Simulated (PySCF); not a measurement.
**[WO3F]−: other functionals and bases at one geometry**

Aim: see how levels, charges and forces of [WO3F]− depend on the level of theory. The species was built from a template and needn't be a known compound.

Computed with PySCF 2.14.0. Level: several levels, as the steps say, no spin–orbit coupling.

3 further runs of the same task are left out: 2 for a known fault of the program, 1 that didn't finish.

## 1. Starting geometry

5 atoms, charge -1, spin multiplicity 1.

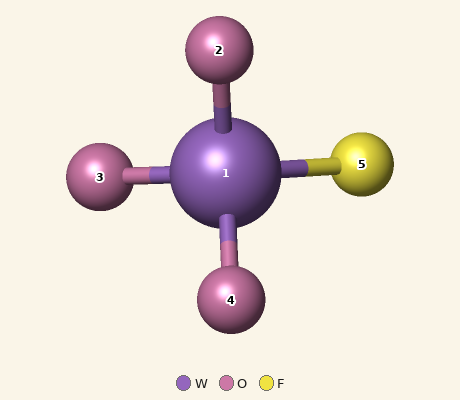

The structure; tungsten purple, oxygen pink, fluorine yellow; atoms are numbered from 1 in the order of the file.

Coordinates:

```xyz
5

W     0.0000   -0.0844    0.0647
O     1.4322   -0.1092    1.0772
O     0.0000    1.3796   -0.9008
O    -1.4322   -0.1092    1.0772
F     0.0000   -1.6150   -1.0980
```

Formal oxidation states: W +6. An earlier session relaxed this geometry at B3LYP, W def2-SVP with ECP60, O def2-SVP, F def2-SVP (singlet, point group C3v).

At B3LYP on the finer grid: E = -392.665056 Eh, HOMO -2.68 eV, LUMO 4.14 eV, Mulliken charge on W1 +0.93 e, largest force component 0.022 eV/Å. 

Levels to run: r2SCAN; PBE0; TPSSh; TPSS; B3LYP, TZVP; B3LYP, x2c-SVP. Hardware: 2 threads of Arm Neoverse V2, shared host.

## 2. r2SCAN

run.py (the lines that set the calculation)

```python
mol = gto.M(atom='''
W      0.00000    -0.08443     0.06469
O      1.43217    -0.10924     1.07718
O      0.00000     1.37956    -0.90081
O     -1.43217    -0.10924     1.07718
F      0.00000    -1.61496    -1.09799''',
    basis={'W': 'def2-SVP', 'O': 'def2-SVP', 'F': 'def2-SVP'},
    ecp={'W': 'def2-SVP'},
    charge=-1, spin=0)
mf = dft.RKS(mol, xc='R2SCAN')
mf.grids.atom_grid = (75, 302)
mf = mf.density_fit()  # fitting sets: W def2-universal-JKFIT, O def2-universal-JKFIT, F def2-universal-JKFIT
mf.conv_tol = 1e-08; mf.max_cycle = 55
mf.kernel(dm0)  # dm0: the density of the relaxed state
```

The run is started by

```
OMP_NUM_THREADS=2 python run.py
```

The program printed:

```text
init E= -392.544396589887
  HOMO = -0.0646476082901034  LUMO = 0.133204911884243  gap/eV = 5.38384
cycle= 1 E= -392.541869540863  delta_E= 0.00253  |g|= 0.14  |ddm|= 0.178
  HOMO = -0.0748183580166308  LUMO = 0.156489427040099  gap/eV = 6.29421
cycle= 2 E= -392.500943028037  delta_E= 0.0409  |g|= 0.466  |ddm|= 0.423
  HOMO = -0.0627148756925407  LUMO = 0.141565157991765  gap/eV = 5.55874
cycle= 3 E= -392.545674441966  delta_E= -0.0447  |g|= 0.0281  |ddm|= 0.33
  HOMO = -0.0642304609082831  LUMO = 0.140547949264811  gap/eV = 5.57230
cycle= 4 E= -392.545822919963  delta_E= -0.000148  |g|= 0.00401  |ddm|= 0.0206
  HOMO = -0.0646123583439602  LUMO = 0.140080071723207  gap/eV = 5.56996
cycle= 5 E= -392.545824829423  delta_E= -1.91e-06  |g|= 0.0019  |ddm|= 0.00346
  HOMO = -0.0645215352901649  LUMO = 0.14025559006234  gap/eV = 5.57227
cycle= 6 E= -392.545825515578  delta_E= -6.86e-07  |g|= 0.000737  |ddm|= 0.00162
  HOMO = -0.0645177281876339  LUMO = 0.140273214140075  gap/eV = 5.57265
cycle= 7 E= -392.545825619329  delta_E= -1.04e-07  |g|= 0.000234  |ddm|= 0.000633
  HOMO = -0.0645189271277624  LUMO = 0.140277923377891  gap/eV = 5.57281
cycle= 8 E= -392.545825630696  delta_E= -1.14e-08  |g|= 9.66e-06  |ddm|= 0.000161
  HOMO = -0.0645187005883882  LUMO = 0.14027871144932  gap/eV = 5.57282
cycle= 9 E= -392.545825630711  delta_E= -1.56e-11  |g|= 1e-06  |ddm|= 7.74e-06
  HOMO = -0.0645187491497244  LUMO = 0.140278507155889  gap/eV = 5.57282
Extra cycle  E= -392.545825630712  delta_E= -1.36e-12  |g|= 2.16e-06  |ddm|= 2.34e-06
converged SCF energy = -392.545825630712
```

Wall time 4.4 s (2 threads of Arm Neoverse V2, shared host).

It gives: E = -392.545826 Eh, HOMO -1.76 eV, LUMO 3.82 eV, Mulliken charge on W1 +0.97 e, largest force component 0.194 eV/Å. 

## 3. PBE0

run.py (the lines that set the calculation): that of step 2 with these lines changed.

```diff
@@ -9,3 +9,3 @@
     charge=-1, spin=0)
-mf = dft.RKS(mol, xc='R2SCAN')
+mf = dft.RKS(mol, xc='PBE0')
 mf.grids.atom_grid = (75, 302)
```

The run is started by

```
OMP_NUM_THREADS=2 python run.py
```

The program printed:

```text
init E= -392.292554320371
  HOMO = -0.107970771146444  LUMO = 0.162719342879016  gap/eV = 7.36585
cycle= 1 E= -392.2931961088  delta_E= -0.000642  |g|= 0.0577  |ddm|= 0.106
  HOMO = -0.118134571639353  LUMO = 0.163962108792904  gap/eV = 7.67624
cycle= 2 E= -392.289976698589  delta_E= 0.00322  |g|= 0.142  |ddm|= 0.128
  HOMO = -0.111739121528584  LUMO = 0.162407162287951  gap/eV = 7.45990
cycle= 3 E= -392.293770451156  delta_E= -0.00379  |g|= 0.015  |ddm|= 0.101
  HOMO = -0.110942880915761  LUMO = 0.163390904326948  gap/eV = 7.46500
cycle= 4 E= -392.29381670789  delta_E= -4.63e-05  |g|= 0.0029  |ddm|= 0.014
  HOMO = -0.110691541702589  LUMO = 0.16344752394617  gap/eV = 7.45970
cycle= 5 E= -392.293818105572  delta_E= -1.4e-06  |g|= 0.000782  |ddm|= 0.00228
  HOMO = -0.110690074352099  LUMO = 0.163455021762928  gap/eV = 7.45987
cycle= 6 E= -392.293818221853  delta_E= -1.16e-07  |g|= 0.000136  |ddm|= 0.000669
  HOMO = -0.110683126853004  LUMO = 0.163456465376207  gap/eV = 7.45972
cycle= 7 E= -392.293818222627  delta_E= -7.74e-10  |g|= 0.000122  |ddm|= 0.000163
  HOMO = -0.110681673598031  LUMO = 0.163456604200244  gap/eV = 7.45968
cycle= 8 E= -392.293818225642  delta_E= -3.01e-09  |g|= 1.96e-05  |ddm|= 9.43e-05
  HOMO = -0.11068168319164  LUMO = 0.163456025116959  gap/eV = 7.45967
Extra cycle  E= -392.293818225281  delta_E= 3.61e-10  |g|= 4.69e-05  |ddm|= 4.8e-05
converged SCF energy = -392.293818225281
```

It took 2.8 s on 2 threads of Arm Neoverse V2, shared host.

It gives: E = -392.293818 Eh, HOMO -3.01 eV, LUMO 4.45 eV, Mulliken charge on W1 +0.99 e, largest force component 0.533 eV/Å. 

## 4. TPSSh

run.py (the lines that set the calculation): that of step 3 with these lines changed.

```diff
@@ -9,3 +9,3 @@
     charge=-1, spin=0)
-mf = dft.RKS(mol, xc='PBE0')
+mf = dft.RKS(mol, xc='TPSSH')
 mf.grids.atom_grid = (75, 302)
```

The run is started by

```
OMP_NUM_THREADS=2 python run.py
```

The program printed:

```text
init E= -392.633136915236
  HOMO = -0.0764752559341258  LUMO = 0.148344296057173  gap/eV = 6.11765
cycle= 1 E= -392.632562651194  delta_E= 0.000574  |g|= 0.0864  |ddm|= 0.12
  HOMO = -0.0834997228458446  LUMO = 0.157355444415184  gap/eV = 6.55400
cycle= 2 E= -392.619860710527  delta_E= 0.0127  |g|= 0.266  |ddm|= 0.242
  HOMO = -0.0760822933276968  LUMO = 0.152055164407655  gap/eV = 6.20794
cycle= 3 E= -392.633932426833  delta_E= -0.0141  |g|= 0.0212  |ddm|= 0.188
  HOMO = -0.076757796423094  LUMO = 0.152029394816495  gap/eV = 6.22562
cycle= 4 E= -392.634014581794  delta_E= -8.22e-05  |g|= 0.00119  |ddm|= 0.0139
  HOMO = -0.0767417299731325  LUMO = 0.152089188696242  gap/eV = 6.22681
cycle= 5 E= -392.634014833578  delta_E= -2.52e-07  |g|= 0.000338  |ddm|= 0.000895
  HOMO = -0.0767675577227958  LUMO = 0.152061389158667  gap/eV = 6.22675
cycle= 6 E= -392.634014827192  delta_E= 6.39e-09  |g|= 0.000365  |ddm|= 0.000408
  HOMO = -0.0767690807979944  LUMO = 0.152065317507168  gap/eV = 6.22690
cycle= 7 E= -392.634014853832  delta_E= -2.66e-08  |g|= 7.47e-05  |ddm|= 0.000269
  HOMO = -0.0767647791856076  LUMO = 0.152073012550957  gap/eV = 6.22699
cycle= 8 E= -392.634014855057  delta_E= -1.22e-09  |g|= 7.9e-06  |ddm|= 6.45e-05
  HOMO = -0.0767661321171564  LUMO = 0.15207291637707  gap/eV = 6.22703
Extra cycle  E= -392.634014854978  delta_E= 7.83e-11  |g|= 2.15e-05  |ddm|= 1.91e-05
converged SCF energy = -392.634014854978
```

Wall time 4.1 s (2 threads of Arm Neoverse V2, shared host).

Result: E = -392.634015 Eh, HOMO -2.09 eV, LUMO 4.14 eV, Mulliken charge on W1 +0.97 e, largest force component 0.210 eV/Å. 

## 5. TPSS

run.py (the lines that set the calculation): that of step 4 with these lines changed.

```diff
@@ -9,3 +9,3 @@
     charge=-1, spin=0)
-mf = dft.RKS(mol, xc='TPSSH')
+mf = dft.RKS(mol, xc='TPSS')
 mf.grids.atom_grid = (75, 302)
```

The run is started by

```
OMP_NUM_THREADS=2 python run.py
```

The program printed:

```text
init E= -392.702324573497
  HOMO = -0.0518828060260188  LUMO = 0.13378399746431  gap/eV = 5.05225
cycle= 1 E= -392.696596542238  delta_E= 0.00573  |g|= 0.194  |ddm|= 0.209
  HOMO = -0.0647577900472787  LUMO = 0.153171901399393  gap/eV = 5.93017
cycle= 2 E= -392.614854445934  delta_E= 0.0817  |g|= 0.656  |ddm|= 0.598
  HOMO = -0.048625127022687  LUMO = 0.144535060916682  gap/eV = 5.25616
cycle= 3 E= -392.70361989887  delta_E= -0.0888  |g|= 0.0552  |ddm|= 0.469
  HOMO = -0.0517581732092694  LUMO = 0.142823304920956  gap/eV = 5.29483
cycle= 4 E= -392.704191981752  delta_E= -0.000572  |g|= 0.00863  |ddm|= 0.0416
  HOMO = -0.0525294654594515  LUMO = 0.141719231666155  gap/eV = 5.28578
cycle= 5 E= -392.704200553652  delta_E= -8.57e-06  |g|= 0.0043  |ddm|= 0.00862
  HOMO = -0.0523356381860762  LUMO = 0.142088684217469  gap/eV = 5.29056
cycle= 6 E= -392.704204335059  delta_E= -3.78e-06  |g|= 0.00129  |ddm|= 0.00351
  HOMO = -0.0523329844905813  LUMO = 0.142120084535995  gap/eV = 5.29134
cycle= 7 E= -392.704204570092  delta_E= -2.35e-07  |g|= 0.000739  |ddm|= 0.00124
  HOMO = -0.0523369930480556  LUMO = 0.142129092878752  gap/eV = 5.29169
cycle= 8 E= -392.704204682456  delta_E= -1.12e-07  |g|= 6.32e-05  |ddm|= 0.000501
  HOMO = -0.0523365655939133  LUMO = 0.142131332873393  gap/eV = 5.29174
cycle= 9 E= -392.704204683223  delta_E= -7.67e-10  |g|= 1.5e-05  |ddm|= 3.8e-05
  HOMO = -0.0523381412294984  LUMO = 0.142133103546216  gap/eV = 5.29183
Extra cycle  E= -392.704204682673  delta_E= 5.5e-10  |g|= 5.43e-05  |ddm|= 4.74e-05
converged SCF energy = -392.704204682673
```

It took 4.5 s on 2 threads of Arm Neoverse V2, shared host.

Result: E = -392.704205 Eh, HOMO -1.42 eV, LUMO 3.87 eV, Mulliken charge on W1 +0.89 e, largest force component 0.532 eV/Å. 

## 6. B3LYP, TZVP

Basis: W def2-TZVP with ECP60, O def2-TZVP, F def2-TZVP. 

run.py (the lines that set the calculation)

```python
mol = gto.M(atom='''
W      0.00000    -0.08443     0.06469
O      1.43217    -0.10924     1.07718
O      0.00000     1.37956    -0.90081
O     -1.43217    -0.10924     1.07718
F      0.00000    -1.61496    -1.09799''',
    basis={'W': 'def2-TZVP', 'O': 'def2-TZVP', 'F': 'def2-TZVP'},
    ecp={'W': 'def2-TZVP'},
    charge=-1, spin=0)
mf = dft.RKS(mol, xc='B3LYP')
mf.grids.atom_grid = (75, 302)
mf = mf.density_fit()  # fitting sets: W def2-universal-JKFIT, O def2-universal-JKFIT, F def2-universal-JKFIT
mf.conv_tol = 1e-08; mf.max_cycle = 55
mf.kernel(dm0)  # dm0: free metal ions and neutral atoms
```

The run is started by

```
OMP_NUM_THREADS=2 python run.py
```

The program printed:

```text
init E= -407.386180750096
  HOMO = 0.056690885703444  LUMO = 0.180825017332161  gap/eV = 3.37786
cycle= 1 E= -391.520383199565  delta_E= 15.9  |g|= 3.32  |ddm|= 2.85
  HOMO = -0.302908556460911  LUMO = 0.0565720272352728  gap/eV = 9.78196
cycle= 2 E= -389.672194399486  delta_E= 1.85  |g|= 4.83  |ddm|= 3.01
  HOMO = -0.0712589299621421  LUMO = 0.0758667845292497  gap/eV = 4.00349
cycle= 3 E= -392.455374662498  delta_E= -2.78  |g|= 1.85  |ddm|= 2.37
  HOMO = -0.129729297656173  LUMO = 0.149672060872431  gap/eV = 7.60290
cycle= 4 E= -393.012637512561  delta_E= -0.557  |g|= 0.678  |ddm|= 1.22
  HOMO = -0.106926794844228  LUMO = 0.148854779182888  gap/eV = 6.96017
cycle= 5 E= -393.094411072317  delta_E= -0.0818  |g|= 0.0431  |ddm|= 0.323
  HOMO = -0.108428497265679  LUMO = 0.146769490514318  gap/eV = 6.94429
cycle= 6 E= -393.094742846463  delta_E= -0.000332  |g|= 0.0152  |ddm|= 0.0381
  HOMO = -0.107485585892552  LUMO = 0.147401089589251  gap/eV = 6.93582
cycle= 7 E= -393.094781231963  delta_E= -3.84e-05  |g|= 0.00709  |ddm|= 0.0121
  HOMO = -0.107749410391981  LUMO = 0.147356547460116  gap/eV = 6.94179
cycle= 8 E= -393.094784399529  delta_E= -3.17e-06  |g|= 0.00557  |ddm|= 0.00544
  HOMO = -0.107833907585044  LUMO = 0.147353383382033  gap/eV = 6.94400
cycle= 9 E= -393.094790176681  delta_E= -5.78e-06  |g|= 0.000662  |ddm|= 0.00285
  HOMO = -0.107769975154063  LUMO = 0.147384461950279  gap/eV = 6.94311
cycle= 10 E= -393.094790260541  delta_E= -8.39e-08  |g|= 0.00019  |ddm|= 0.000549
  HOMO = -0.107783032726855  LUMO = 0.147378444867684  gap/eV = 6.94330
cycle= 11 E= -393.094790268016  delta_E= -7.47e-09  |g|= 3.12e-05  |ddm|= 0.000132
  HOMO = -0.107779810789238  LUMO = 0.147376629420985  gap/eV = 6.94316
Extra cycle  E= -393.094790267016  delta_E= 1e-09  |g|= 8.06e-05  |ddm|= 5.83e-05
converged SCF energy = -393.094790267016
```

Wall time 8 s (2 threads of Arm Neoverse V2, shared host).

It gives: E = -393.094790 Eh, HOMO -2.93 eV, LUMO 4.01 eV, Mulliken charge on W1 +1.45 e, largest force component 0.203 eV/Å. 

## 7. B3LYP, x2c-SVP

Basis: W x2c-SVPall, O x2c-SVPall, F x2c-SVPall. All electrons are treated, with the spin-free X2C Hamiltonian.

run.py (the lines that set the calculation)

```python
mol = gto.M(atom='''
W      0.00000    -0.08443     0.06469
O      1.43217    -0.10924     1.07718
O      0.00000     1.37956    -0.90081
O     -1.43217    -0.10924     1.07718
F      0.00000    -1.61496    -1.09799''',
    basis={'W': 'x2c-SVPall', 'O': 'x2c-SVPall', 'F': 'x2c-SVPall'},
    nucmod='G',
    charge=-1, spin=0)
mf = dft.RKS(mol, xc='B3LYP')
mf.grids.atom_grid = (99, 590)
mf = mf.density_fit()  # fitting sets: W AutoAux, O AutoAux, F AutoAux
mf = mf.sfx2c1e()
mf.conv_tol = 1e-08; mf.max_cycle = 55
mf.kernel(dm0)  # dm0: free metal ions and neutral atoms
```

The run is started by

```
OMP_NUM_THREADS=2 python run.py
```

The program printed:

```text
init E= -16484.1267516072
  HOMO = 0.0728340550930065  LUMO = 0.181281215514744  gap/eV = 2.95100
cycle= 1 E= -16467.4416459108  delta_E= 16.7  |g|= 2.99  |ddm|= 4.37
  HOMO = -0.282873713751839  LUMO = 0.056988021719425  gap/eV = 9.24811
cycle= 2 E= -16465.8071721156  delta_E= 1.63  |g|= 4.07  |ddm|= 4.37
  HOMO = -0.0567004553520487  LUMO = 0.0740865161747415  gap/eV = 3.55889
cycle= 3 E= -16468.1899650885  delta_E= -2.38  |g|= 2.07  |ddm|= 3.31
  HOMO = -0.111433667070679  LUMO = 0.140463734378154  gap/eV = 6.85448
cycle= 4 E= -16468.9818675957  delta_E= -0.792  |g|= 0.25  |ddm|= 1.44
  HOMO = -0.107508769315871  LUMO = 0.140705161101019  gap/eV = 6.75425
cycle= 5 E= -16468.9933989347  delta_E= -0.0115  |g|= 0.0294  |ddm|= 0.204
  HOMO = -0.104085631808868  LUMO = 0.144277236747594  gap/eV = 6.75830
cycle= 6 E= -16468.9935604779  delta_E= -0.000162  |g|= 0.0124  |ddm|= 0.0347
  HOMO = -0.105385072656768  LUMO = 0.142932991027137  gap/eV = 6.75708
cycle= 7 E= -16468.9935762486  delta_E= -1.58e-05  |g|= 0.00881  |ddm|= 0.0137
  HOMO = -0.105447715041505  LUMO = 0.142753755182749  gap/eV = 6.75391
cycle= 8 E= -16468.9935892747  delta_E= -1.3e-05  |g|= 0.00355  |ddm|= 0.00773
  HOMO = -0.105272436482467  LUMO = 0.14299279763904  gap/eV = 6.75564
cycle= 9 E= -16468.9935916967  delta_E= -2.42e-06  |g|= 0.000474  |ddm|= 0.00253
  HOMO = -0.105313344986724  LUMO = 0.142970225956115  gap/eV = 6.75614
cycle= 10 E= -16468.9935917401  delta_E= -4.34e-08  |g|= 7.49e-05  |ddm|= 0.00037
  HOMO = -0.105313107482887  LUMO = 0.14297309855393  gap/eV = 6.75621
cycle= 11 E= -16468.993591741  delta_E= -8.95e-10  |g|= 2.57e-05  |ddm|= 6.63e-05
  HOMO = -0.105310756445512  LUMO = 0.142968480805659  gap/eV = 6.75602
Extra cycle  E= -16468.9935917399  delta_E= 1.02e-09  |g|= 7.72e-05  |ddm|= 7.09e-05
converged SCF energy = -16468.9935917399
```

Run time: 17 s. Hardware: 2 threads of Arm Neoverse V2, shared host.

Read off: E = -16468.993592 Eh, HOMO -2.87 eV, LUMO 3.89 eV, Mulliken charge on W1 +0.86 e, largest force component 0.874 eV/Å. 

## 8. Results

| level | state | HOMO (eV) | gap (eV) | charge on W1 (e) | dipole (D) | largest force (eV/Å) | basis functions | time |
| --- | --- | --- | --- | --- | --- | --- | --- | --- |
| B3LYP (relaxed here) | singlet | -2.68 | 6.82 | 0.93 | 1.95 | 0.02 | 88 | 7.4 s |
| r2SCAN | singlet | -1.76 | 5.57 | 0.97 | 1.95 | 0.19 | 88 | 4.4 s |
| PBE0 | singlet | -3.01 | 7.46 | 0.99 | 1.97 | 0.53 | 88 | 2.8 s |
| TPSSh | singlet | -2.09 | 6.23 | 0.97 | 1.98 | 0.21 | 88 | 4.1 s |
| TPSS | singlet | -1.42 | 5.29 | 0.89 | 1.95 | 0.53 | 88 | 4.5 s |
| B3LYP, TZVP | singlet | -2.93 | 6.94 | 1.45 | 2.01 | 0.20 | 164 | 8 s |
| B3LYP, x2c-SVP | singlet | -2.87 | 6.76 | 0.86 | 1.86 | 0.87 | 122 | 17 s |

Times are on 2 threads of Arm Neoverse V2, shared host; the first row also made further properties. The dipole of a charged species depends on the origin, so these sizes hold for this origin alone.

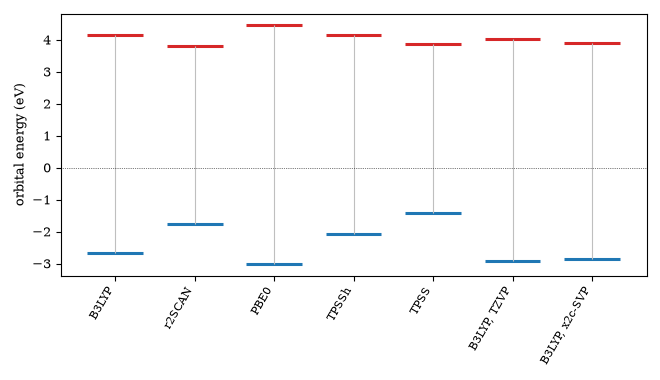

Highest filled and lowest empty level, method by method.

In one basis the HOMO–LUMO gap runs from 5.29 eV (TPSS) to 7.46 eV (PBE0). The largest leftover force, 0.87 eV/Å with B3LYP, x2c-SVP, stands at a geometry relaxed at another level. The Mulliken charge on W spans +0.86 to +1.45 e over the levels. Total energies of different levels can't be compared. Spin–orbit coupling is left out throughout.
